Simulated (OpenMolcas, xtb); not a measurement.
## A ladder of methods for C3HF3 (3,3,3-trifluoroprop-1-yne)

C3HF3: 7 atoms, total charge 0, spin state singlet. As SMILES, `C#CC(F)(F)F`. The coordinates come from a PBE0-D4/def2-TZVP relaxation.

Quantity: the dipole moment, in D. The values are calculated.

```csv
level,kind,program,value (D),CPU time
GFN1-xTB,semi-empirical,xtb,2.90,under 2 s
HF/cc-pVDZ,Hartree–Fock,OpenMolcas,2.65,6.3 s
SVWN5/cc-pVDZ,LDA,OpenMolcas,2.01,17 s
revPBE/cc-pVDZ,GGA,OpenMolcas,1.89,24 s
TPSS/cc-pVDZ,meta-GGA,OpenMolcas,2.01,29 s
r2SCAN/cc-pVDZ,meta-GGA,OpenMolcas,2.10,29 s
BHLYP/cc-pVDZ,global hybrid,OpenMolcas,2.40,20 s
```

The values span 1.89 to 2.90 D. CPU times are rough (shared hosts, several kinds of processor): they show what a rung costs within a factor of a few.

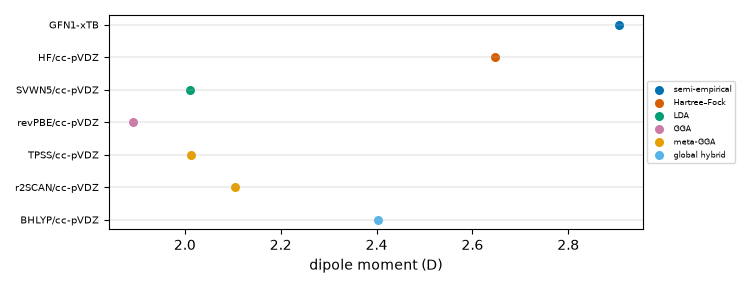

The values of the table, level by level.
